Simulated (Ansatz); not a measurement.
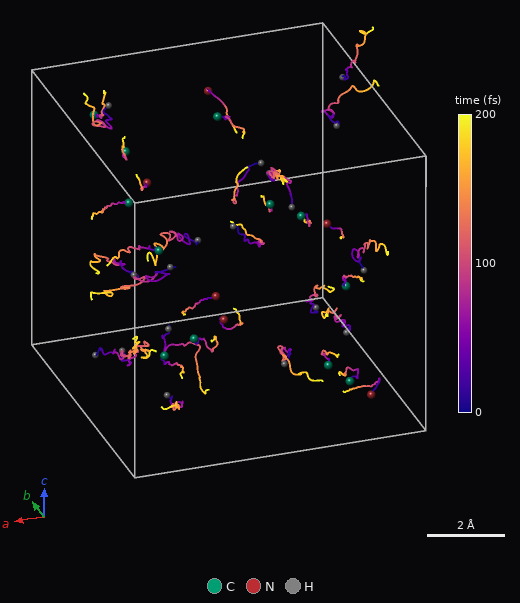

First-principles dynamics of a periodic cell with 6 CH3CN at 0.784 g/cm³, 200 fs long. It starts from the last geometry of an earlier run, with fresh velocities. Lines trace each atom's path, coloured by time; spheres stand at the starting positions. Seen from a free direction in the simulation cell.

Method: DFT PBE-D3(BJ), scalar-relativistic, plane waves, PAW in Ansatz. Set-up: plane-wave cutoff 420 eV; k-point mesh 1 × 1 × 1; Fermi-Dirac smearing 0.05 eV; low-accuracy preset; constant energy (NVE); velocities drawn for 500 K; time step 0.5 fs; H given the mass 2.014 u.

The input:
```yaml
accuracy: low
crystal:
  lattice:
    - [8.051748, 0.0, 0.0]
    - [0.0, 8.051748, 0.0]
    - [0.0, 0.0, 8.051748]
  atoms:
    - { symbol: C, position: [0.797471, 0.28421703, 0.27182869] }
    - { symbol: C, position: [0.66014781, 0.38431856, 0.2617516] }
    - { symbol: "N", position: [0.53217728, 0.45672517, 0.27434547] }
    - { symbol: H, position: [0.79972111, 0.23902839, 0.3918113] }
    - { symbol: H, position: [0.8227611, 0.18753046, 0.17937513] }
    - { symbol: H, position: [0.91653414, 0.35726909, 0.27492246] }
    - { symbol: C, position: [0.35626301, 0.50436515, 0.64060541] }
    - { symbol: C, position: [0.22460121, 0.57523339, 0.54116357] }
    - { symbol: "N", position: [0.11641373, 0.63047314, 0.46773497] }
    - { symbol: H, position: [0.32543822, 0.38144303, 0.68462187] }
    - { symbol: H, position: [0.48325789, 0.50504273, 0.58207079] }
    - { symbol: H, position: [0.36113374, 0.57817605, 0.75614003] }
    - { symbol: C, position: [0.87416275, 0.75012674, 0.93614849] }
    - { symbol: C, position: [0.82227039, 0.59097138, 0.87068282] }
    - { symbol: "N", position: [0.79601357, 0.45642725, 0.81778937] }
    - { symbol: H, position: [1.01172515, 0.77483467, 0.91300345] }
    - { symbol: H, position: [0.78548531, 0.85905958, 0.90219579] }
    - { symbol: H, position: [0.87763822, 0.72745594, 1.07329275] }
    - { symbol: C, position: [0.64260905, 0.77533193, 0.39001215] }
    - { symbol: C, position: [0.70311534, 0.89639539, 0.51568799] }
    - { symbol: "N", position: [0.719955, 1.00460007, 0.61081378] }
    - { symbol: H, position: [0.53566416, 0.69819477, 0.44678372] }
    - { symbol: H, position: [0.57982082, 0.84155166, 0.28698193] }
    - { symbol: H, position: [0.75420302, 0.70099713, 0.35631569] }
    - { symbol: C, position: [0.27091506, 1.00961374, 0.56800678] }
    - { symbol: C, position: [0.36380771, 0.99423673, 0.7240899] }
    - { symbol: "N", position: [0.41304011, 0.94570152, 0.84920999] }
    - { symbol: H, position: [0.35823358, 1.054199, 0.48299828] }
    - { symbol: H, position: [0.21944915, 0.89833858, 0.53918928] }
    - { symbol: H, position: [0.17603372, 1.10388482, 0.56330251] }
    - { symbol: C, position: [0.17026142, 0.46561025, 0.04202223] }
    - { symbol: C, position: [0.15815705, 0.29039819, 0.06649413] }
    - { symbol: "N", position: [0.1357353, 0.14617668, 0.08367751] }
    - { symbol: H, position: [0.13968112, 0.47070713, -0.09393837] }
    - { symbol: H, position: [0.07724986, 0.55170499, 0.10338767] }
    - { symbol: H, position: [0.30268044, 0.51724134, 0.04400305] }
basis:
  ecutwfc: 420.0
kpoints:
  mp_grid: { grid: [1, 1, 1] }
hamiltonian:
  xc: pbe
  dispersion: d3bj
scf:
  occupations: { method: fermi_dirac, width: 0.05 }
  lower_state_search: "off"
md:
  timestep: 0.5
  n_steps: 400
  ensemble: nve
  temperature: 500.0
  initial_velocities: maxwell_boltzmann
  seed: 689001
  masses: [{ species: H, mass: 2.014 }]
```

Command:
```bash
ansatz run input.yaml --threads 1 --pin off --max-ram 3072MiB --backend cpu --events-out ev --progress --plain --runs-dir out
```

Describe the motion.

In the second half of the run the atoms are, in the root-mean-square, this far from where they began (common drift taken out): H 1.15 Å, N 0.83 Å, C 0.72 Å. The heavy atoms stay within a fraction of a molecule's size of their starting places; so short a run doesn't tell a liquid from a solid. Over the second half the temperature averages 525 K (spread ±71 K). The potential energy in the second half lies on average 3.1 meV per atom below the first frame.

Limits of the set-up: the program's low-accuracy preset was used; masses were changed (H 2.014 u), which shifts the vibrations; the periodic images lie only 8.1 Å apart, so the values are limited by the cell's size.

Cost: 16 min on 1 thread of Arm Neoverse V1, with other jobs on the host, peak memory 0.49 GiB.
